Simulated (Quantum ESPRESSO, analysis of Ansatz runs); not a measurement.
# Be3N2 (P6_3/mmc), nudged elastic band: V_Be hop (2.8 Å) (q = −2) (Quantum ESPRESSO)

Wanted: path and barrier of a jump of Be in Be3N2 (P6_3/mmc) at charge −2. The case: V_Be hop (2.8 Å), in a cell of 120 host atoms with 1 Be taken out.

Program: Quantum ESPRESSO 7.5. Level of theory: Quantum ESPRESSO plane-wave DFT, PBEsol, GBRV 1.5 PBEsol potentials; nudged elastic band between two relaxed defect structures at fixed charge in a uniform background. Results are calculated unless marked as measured.

## 1. The starting structure

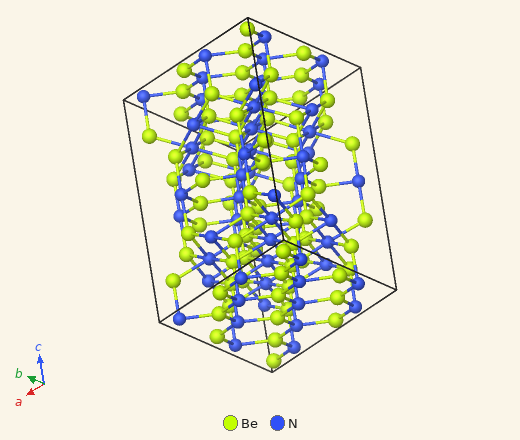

The starting structure, seen from a free direction (beryllium green, nitrogen blue). Some periodic images of atoms are drawn too.

The cell holds 119 atoms: 71 Be and 48 N. Its edges and angles: a = 9.834 Å, b = 9.834 Å, c = 9.713 Å, α = 90.0°, β = 90.0°, γ = 120.0°. It derives from Be3N2 (space group P6_3/mmc). Nearest the centre at fractional (0.583, 0.417, 0.750): N118 at 0.83 Å, Be77 at 1.41 Å, Be95 at 1.84 Å, Be98 at 1.87 Å, N88 at 2.16 Å, N30 at 2.19 Å, Be18 at 2.44 Å, Be107 at 2.47 Å. The cell carries charge −2.

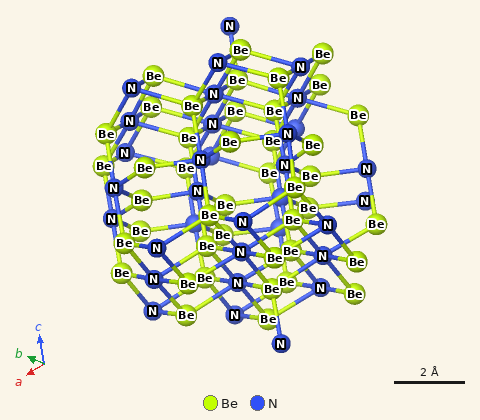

The atoms within 5 Å of the centre.

The cell's shortest repeat is 9.7 Å.

## 2. Relaxation of the start point, charge −2

A barrier is counted from a minimum, so both ends are relaxed first. Small random displacements break the symmetry of the ideal sites, so that the defect can distort if it gains by it. The charge of −2 is set by the electron count, and a uniform background keeps the cell neutral.

pw.in

```
&CONTROL
  calculation = 'relax'
  prefix = 'pwscf'
  outdir = './tmp'
  pseudo_dir = './pseudo'
  tprnfor = .true.
  disk_io = 'low'
  nstep = 70
  forc_conv_thr = 0.00078
  etot_conv_thr = 0.0001
/
&SYSTEM
  ibrav = 0
  nat = 119
  ntyp = 2
  ecutwfc = 40
  ecutrho = 324
  nbnd = 267
  occupations = 'fixed'
  tot_charge = -2
  nosym = .true.
/
&ELECTRONS
  conv_thr = 1d-07
  electron_maxstep = 100
  mixing_beta = 0.5
/
&IONS
  ion_dynamics = 'bfgs'
/
ATOMIC_SPECIES
Be     9.0122 be_pbesol_v1.4.uspp.F.UPF
N     14.0070 n_pbesol_v1.2.uspp.F.UPF
CELL_PARAMETERS angstrom
   8.5162218327    4.9168430144    0.0000000000
  -8.5162218327    4.9168430144    0.0000000000
   0.0000000000    0.0000000000    9.7125583330
ATOMIC_POSITIONS crystal
Be     0.0029320849    0.3355230570    0.0766827418
Be     0.1698307458    0.1692246771    0.0772987981
[... 3 atom lines left out ...]
Be     0.3318030404    0.3347900495    0.5765930759
[... 2 atom lines left out ...]
Be     0.3354941480    0.3367913407    0.9213750235
[... 7 atom lines left out ...]
Be     0.1693135184    0.3354553545    0.7518709854
Be     0.3355690766    0.1682694833    0.7523359184
[... 2 atom lines left out ...]
N      0.3364075686    0.1678741750   -0.0014707582
[... 2 atom lines left out ...]
N      0.3355943942    0.1685470255    0.5022435922
[... 4 atom lines left out ...]
N      0.1661547673    0.0027554463    0.7502073866
N      0.3303167644    0.3303878756    0.7493463682
[... 3 atom lines left out ...]
Be    -0.0029048609    0.6659943735    0.5797886067
[... 2 atom lines left out ...]
Be     0.0002472165    0.6666182037    0.9186937421
[... 8 atom lines left out ...]
Be    -0.0028429171    0.4967842217    0.7501625830
[... 1 atom line left out ...]
Be     0.3360965858    0.6663946207    0.7490689130
[... 9 atom lines left out ...]
N     -0.0013974910    0.6668666028    0.7526853660
[... 2 atom lines left out ...]
Be     0.5002225749    0.3354394736    0.0805587937
[... 2 atom lines left out ...]
Be     0.4966163805    0.1657938101    0.5784556312
[... 1 atom line left out ...]
Be     0.8325744439    0.3307256441    0.5802320508
Be     0.4985445594    0.1658618709    0.9245817244
[... 1 atom line left out ...]
Be     0.8340145286    0.3341857499    0.9247558319
Be     0.5000587198    0.3303344414    0.4213992220
[... 5 atom lines left out ...]
Be     0.5017538894   -0.0012111563    0.7516449903
Be     0.6664257872    0.3342037827    0.7470863294
Be     0.8304341735    0.1665899942    0.7510706767
[... 1 atom line left out ...]
N      0.6661101600    0.3314893109    0.0026056327
[... 2 atom lines left out ...]
N      0.6673335939    0.3339024120    0.5030235270
[... 4 atom lines left out ...]
N      0.5021217966    0.1678618080    0.7475381193
[... 1 atom line left out ...]
N      0.8353301488    0.3368366164    0.7497921599
[... 1 atom line left out ...]
Be     0.6691184968    0.6697882378    0.0793413840
Be     0.8340212068    0.5026462142    0.0801647792
Be     0.5030956207    0.6669064813    0.5788775278
Be     0.6680128592    0.4996537596    0.5808912546
Be     0.8316221161    0.8324116964    0.5755309808
Be     0.5010713410    0.6651931299    0.9238959948
Be     0.6691948165    0.4994065315    0.9228138024
Be     0.8350676011    0.8315685706    0.9221270390
[... 1 atom line left out ...]
Be     0.6664696915    0.6666649342    0.4248523777
Be     0.8309357743    0.4973042581    0.4234504659
[... 3 atom lines left out ...]
Be     0.6660035255    0.8324097676    0.7529737587
Be     0.8328193879    0.6687770705    0.7481046425
N      0.5027682169    0.5019208117   -0.0018313373
[... 1 atom line left out ...]
N      0.8319820749    0.6640363731   -0.0020543102
N      0.4965580092    0.4985492498    0.4994023036
[... 1 atom line left out ...]
N      0.8363757261    0.6668150814    0.5007017223
[... 3 atom lines left out ...]
N      0.4981853855    0.6666721489    0.7524809049
N      0.6674218221    0.5017111552    0.7526979793
N      0.8346531645    0.8368213542    0.7500490567
K_POINTS gamma
```

Launch:

```bash
$ OMP_NUM_THREADS=1 mpirun -n 4 pw.x -in pw.in > pw.out
```

What it wrote:

```text
[shortened: banners, details of potentials and solvers, and blank lines are left out]
     gamma-point specific algorithms are used
     one sub-group per band group will be used
     scalapack distributed-memory algorithm (size of sub-group:  2*  2 procs)
     bravais-lattice index     =            0
     lattice parameter (alat)  =      18.5830  a.u.
     unit-cell volume          =    5489.0040 (a.u.)^3
     number of atoms/cell      =          119
     number of atomic types    =            2
     number of electrons       =       526.00
     number of Kohn-Sham states=          267
     kinetic-energy cutoff     =      40.0000  Ry
     charge density cutoff     =     324.0000  Ry
     scf convergence threshold =      1.0E-07
     mixing beta               =       0.5000
     number of iterations used =            8  plain     mixing
     energy convergence thresh.=      1.0E-04
     force convergence thresh. =      7.8E-04
     Exchange-correlation= SLA  PW   PSX  PSC
                           (   1   4  10   8   0   0   0)
     nstep                     =           70
     crystal axes: (cart. coord. in units of alat)
               a(1) = (   0.866025   0.500000   0.000000 )
               a(2) = (  -0.866025   0.500000   0.000000 )
               a(3) = (   0.000000   0.000000   0.987682 )
     PseudoPot. # 1 for Be read from file:
     be_pbesol_v1.4.uspp.F.UPF
     Pseudo is Ultrasoft, Zval =  4.0
[...]
PseudoPot. # 2 for N  read from file:
     n_pbesol_v1.2.uspp.F.UPF
     Pseudo is Ultrasoft + core correction, Zval =  5.0
     atomic species   valence    mass     pseudopotential
     Be                4.00     9.01220     Be( 1.00)
     N                 5.00    14.00700     N ( 1.00)
     No symmetry found
     site n.     atom                  positions (alat units)
         1        Be     tau(   1) = (  -0.2880322   0.1692276   0.0757382  )
         2        Be     tau(   2) = (   0.0005249   0.1695277   0.0763467  )
         3        Be     tau(   3) = (   0.2877387   0.1695536   0.0769565  )
         4        Be     tau(   4) = (  -0.1427872   0.0835618   0.5684901  )
         5        Be     tau(   5) = (   0.1470957   0.0828550   0.5698948  )
         6        Be     tau(   6) = (  -0.0025868   0.3332965   0.5694908  )
         7        Be     tau(   7) = (  -0.1472185   0.0838333   0.9112862  )
         8        Be     tau(   8) = (   0.1465056   0.0845801   0.9086689  )
[...]
number of k points=     1
                       cart. coord. in units 2pi/alat
        k(    1) = (   0.0000000   0.0000000   0.0000000), wk =   2.0000000
     Dense  grid:   270257 G-vectors     FFT dimensions: ( 108, 108, 108)
     Smooth grid:    93847 G-vectors     FFT dimensions: (  75,  75,  75)
     starting charge     523.9882, renormalised to     526.0000
     Self-consistent Calculation
     iteration #  1     ecut=    40.00 Ry     beta= 0.50
     total energy              =   -2962.25771751 Ry
     estimated scf accuracy    <      17.76051346 Ry
     iteration #  2     ecut=    40.00 Ry     beta= 0.50
     total energy              =   -2965.29231176 Ry
     estimated scf accuracy    <       6.02304279 Ry
     iteration #  3     ecut=    40.00 Ry     beta= 0.50
     total energy              =   -2967.20607205 Ry
     estimated scf accuracy    <       3.36357376 Ry
[...]
c_bands:  1 eigenvalues not converged
[...]
[... 74 further cycles ...]
[...]
estimated scf accuracy    <       0.00000059 Ry
     iteration #  4     ecut=    40.00 Ry     beta= 0.50
     total energy              =   -2967.52784739 Ry
     estimated scf accuracy    <       0.00000007 Ry
     iteration #  5     ecut=    40.00 Ry     beta= 0.50
     total energy              =   -2967.52784740 Ry
     estimated scf accuracy    <       0.00000001 Ry
     iteration #  6     ecut=    40.00 Ry     beta= 0.50
     End of self-consistent calculation
          k = 0.0000 0.0000 0.0000 ( 11758 PWs)   bands (ev):
   -89.4203 -89.4196 -89.4194 -89.4159 -89.4153 -89.4153 -89.4141 -89.4122
   -89.4108 -89.4100 -89.4088 -89.4086 -89.4045 -89.4043 -89.4031 -89.3987
   -89.3985 -89.3961 -89.3952 -89.3941 -89.3937 -89.3926 -89.3923 -89.3901
   -89.3893 -89.3893 -89.3888 -89.3878 -89.3875 -89.3854 -89.3625 -89.3603
   -89.3601 -89.3537 -89.3518 -89.3517 -89.3173 -89.3161 -89.3140 -89.3094
   -89.3087 -89.3062 -88.9629 -88.9612 -88.9608 -88.9580 -88.9569 -88.9563
   -88.2434 -88.2418 -88.2330 -88.2327 -88.2320 -88.2144 -88.2143 -88.2142
   -88.2135 -88.2131 -88.2122 -88.1990 -88.0839 -88.0829 -88.0809 -87.9427
[...]
highest occupied, lowest unoccupied level (ev):     9.0565   11.4384
!    total energy              =   -2967.52784740 Ry
     estimated scf accuracy    <          6.0E-10 Ry
     The total energy is the sum of the following terms:
     one-electron contribution =   -1111.77571950 Ry
     hartree contribution      =     517.19292437 Ry
     xc contribution           =    -618.89464133 Ry
     ewald contribution        =   -1754.05041095 Ry
     convergence has been achieved in   6 iterations
     Forces acting on atoms (cartesian axes, Ry/au):
     atom    1 type  1   force =    -0.00022252   -0.00025185   -0.00012007
     atom    2 type  1   force =    -0.00010745   -0.00058882    0.00009309
     atom    3 type  1   force =     0.00000872   -0.00027514   -0.00007456
     atom    4 type  1   force =     0.00009065    0.00045248   -0.00018685
     atom    5 type  1   force =     0.00027580    0.00030769    0.00001343
     atom    6 type  1   force =     0.00028186    0.00044269   -0.00057169
     atom    7 type  1   force =    -0.00003175    0.00011162   -0.00000595
     atom    8 type  1   force =    -0.00009509    0.00033601    0.00013371
[...]
Total force =     0.004959     Total SCF correction =     0.000040
     Energy error            =      5.5E-05 Ry
     Gradient error          =      8.8E-04 Ry/Bohr
     number of scf cycles    =  12
     number of bfgs steps    =  11
     energy             old  =   -2967.5277925370 Ry
     energy             new  =   -2967.5278474026 Ry
     CASE: energy            _new < energy            _old
     new trust radius        =       0.0029702161 bohr
     new conv_thr            =       0.0000000010 Ry
ATOMIC_POSITIONS (crystal)
Be               0.0004146719        0.3347906182        0.0775991180
Be               0.1719810885        0.1720491877        0.0758563606
Be               0.3344665325        0.0001634570        0.0775836196
Be               0.0014686228        0.1676783705        0.5781546363
Be               0.1676678841        0.0016572007        0.5780961651
Be               0.3442857043        0.3445220349        0.5884821223
Be               0.0014668659        0.1679492382        0.9222875147
Be               0.1678471127        0.0013496875        0.9221903986
[...]
Self-consistent Calculation
     iteration #  1     ecut=    40.00 Ry     beta= 0.50
     total energy              =   -2967.52788061 Ry
     estimated scf accuracy    <       0.00001833 Ry
     iteration #  2     ecut=    40.00 Ry     beta= 0.50
     total energy              =   -2967.52788290 Ry
     estimated scf accuracy    <       0.00000265 Ry
     iteration #  3     ecut=    40.00 Ry     beta= 0.50
     total energy              =   -2967.52788338 Ry
     estimated scf accuracy    <       0.00000054 Ry
     iteration #  4     ecut=    40.00 Ry     beta= 0.50
     total energy              =   -2967.52788347 Ry
     estimated scf accuracy    <       0.00000006 Ry
     iteration #  5     ecut=    40.00 Ry     beta= 0.50
     total energy              =   -2967.52788348 Ry
     estimated scf accuracy    <          9.3E-09 Ry
     iteration #  6     ecut=    40.00 Ry     beta= 0.50
     End of self-consistent calculation
          k = 0.0000 0.0000 0.0000 ( 11758 PWs)   bands (ev):
   -89.4195 -89.4180 -89.4176 -89.4157 -89.4143 -89.4143 -89.4116 -89.4110
   -89.4106 -89.4091 -89.4085 -89.4075 -89.4046 -89.4043 -89.4036 -89.3998
   -89.3995 -89.3975 -89.3974 -89.3960 -89.3956 -89.3946 -89.3942 -89.3918
   -89.3915 -89.3912 -89.3903 -89.3900 -89.3893 -89.3862 -89.3619 -89.3596
   -89.3585 -89.3516 -89.3509 -89.3509 -89.3174 -89.3149 -89.3130 -89.3086
   -89.3082 -89.3060 -88.9642 -88.9628 -88.9615 -88.9594 -88.9581 -88.9576
   -88.2444 -88.2431 -88.2348 -88.2341 -88.2330 -88.2168 -88.2163 -88.2161
   -88.2157 -88.2153 -88.2152 -88.2034 -88.0799 -88.0788 -88.0768 -87.9401
[...]
highest occupied, lowest unoccupied level (ev):     9.0602   11.4384
!    total energy              =   -2967.52788348 Ry
     estimated scf accuracy    <          7.7E-10 Ry
     The total energy is the sum of the following terms:
     one-electron contribution =   -1111.75645023 Ry
     hartree contribution      =     517.18260681 Ry
     xc contribution           =    -618.89322673 Ry
     ewald contribution        =   -1754.06081333 Ry
     convergence has been achieved in   6 iterations
     Forces acting on atoms (cartesian axes, Ry/au):
     atom    1 type  1   force =    -0.00013664   -0.00020462   -0.00028047
     atom    2 type  1   force =    -0.00008352   -0.00041393   -0.00009507
     atom    3 type  1   force =    -0.00000482   -0.00021582   -0.00009783
     atom    4 type  1   force =    -0.00010119    0.00042834    0.00009578
     atom    5 type  1   force =     0.00020946    0.00034494    0.00018723
     atom    6 type  1   force =     0.00016126    0.00030702   -0.00026572
     atom    7 type  1   force =    -0.00010881    0.00015352   -0.00049540
     atom    8 type  1   force =    -0.00000876    0.00032787   -0.00019856
[...]
Total force =     0.003982     Total SCF correction =     0.000044
     Energy error            =      3.6E-05 Ry
     Gradient error          =      6.9E-04 Ry/Bohr
     bfgs converged in  13 scf cycles and  12 bfgs steps
     (criteria: energy <  1.0E-04 Ry, force <  7.8E-04 Ry/Bohr)
     End of BFGS Geometry Optimization
     Final energy             =   -2967.5278834765 Ry
Begin final coordinates
ATOMIC_POSITIONS (crystal)
Be               0.0004146719        0.3347906182        0.0775991180
Be               0.1719810885        0.1720491877        0.0758563606
Be               0.3344665325        0.0001634570        0.0775836196
Be               0.0014686228        0.1676783705        0.5781546363
Be               0.1676678841        0.0016572007        0.5780961651
Be               0.3442857043        0.3445220349        0.5884821223
Be               0.0014668659        0.1679492382        0.9222875147
Be               0.1678471127        0.0013496875        0.9221903986
[...]
End final coordinates
   JOB DONE.
```

Elapsed: 8.4 min, on 4 MPI ranks of Arm Neoverse V1, shared host; peak memory 2 GiB.

Relaxation path:

| step | energy less that of the first step (eV) |
| --- | --- |
| 0 | 0.0000 |
| 1 | -1.6273 |
| 2 | -2.0702 |
| 3 | -2.1986 |
| 4 | -2.2906 |
| 5 | -2.3183 |
| 6 | -2.3351 |
| 7 | -2.3431 |
| 8 | -2.3479 |
| 9 | -2.3503 |
| 10 | -2.3516 |
| 11 | -2.3523 |
| 12 | -2.3528 |

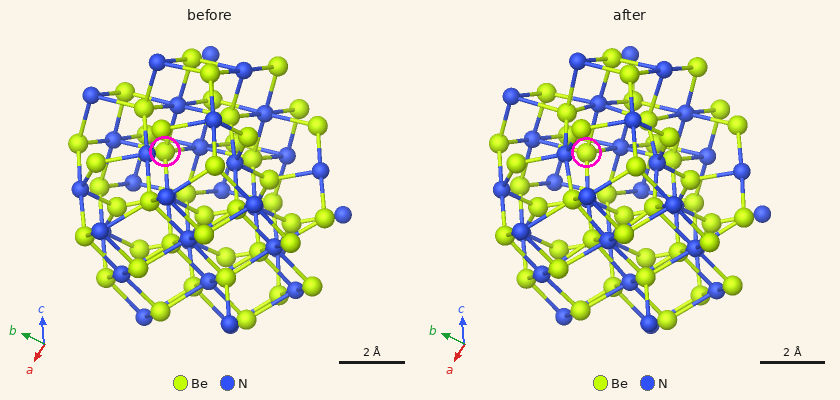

Before and after: the atoms that start within 5 Å of the centre. Be98, which moves most, is ringed if it is among them.

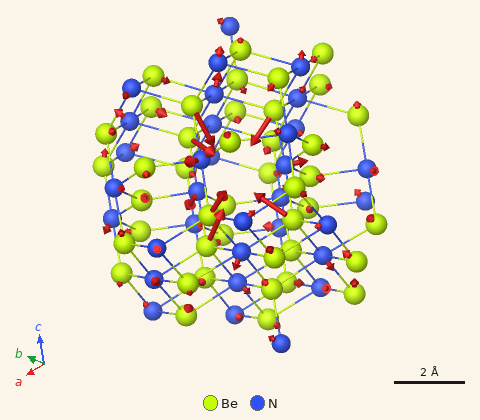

Displacements in the relaxation near the centre, exaggerated; the longest in the cell stands for 0.18 Å.

The atoms that moved most (Å):

| atom | dx | dy | dz | length |
| --- | --- | --- | --- | --- |
| Be98 | -0.120 | -0.065 | -0.111 | 0.175 |
| Be6 | 0.023 | 0.109 | 0.115 | 0.161 |
| Be97 | 0.079 | -0.055 | -0.122 | 0.156 |
| Be95 | -0.118 | -0.063 | 0.079 | 0.155 |
| Be94 | 0.073 | -0.071 | 0.098 | 0.141 |
| Be9 | 0.012 | 0.090 | -0.102 | 0.137 |
| N118 | 0.089 | 0.035 | -0.025 | 0.098 |
| N117 | -0.065 | 0.056 | -0.022 | 0.088 |

Neighbours of Be77 at the end:

| atom | distance (Å) |
| --- | --- |
| N118 | 1.586 |
| N90 | 1.647 |
| N88 | 1.658 |
| Be95 | 2.291 |
| Be66 | 2.309 |
| Be98 | 2.318 |
| Be64 | 2.332 |
| Be69 | 2.341 |
| Be67 | 2.358 |

Numbers from this step:

| Quantity | Value |
| --- | --- |
| highest filled level | 9.060 eV |
| lowest empty level | 11.44 eV |
| r.m.s. move of the farther half of the atoms | 0.02037 Å |
| largest move from the ideal geometry of this structure, a common shift of the far atoms taken out | 0.1589 Å |

The relaxation gained 2.353 eV and ended with a largest force component of 0.018 eV/Å.

(Continued in part 2 of 3.)

[Logs are printed without paths, hosts, clocks, repeated set-up lines and the standing remarks that a program may print on its own settings, such as how far it seeks lower states.]

[Hosts, paths, dates, database ids (printed as entryN), source tags and the programs' standing remarks are cut or masked in the printed files.]
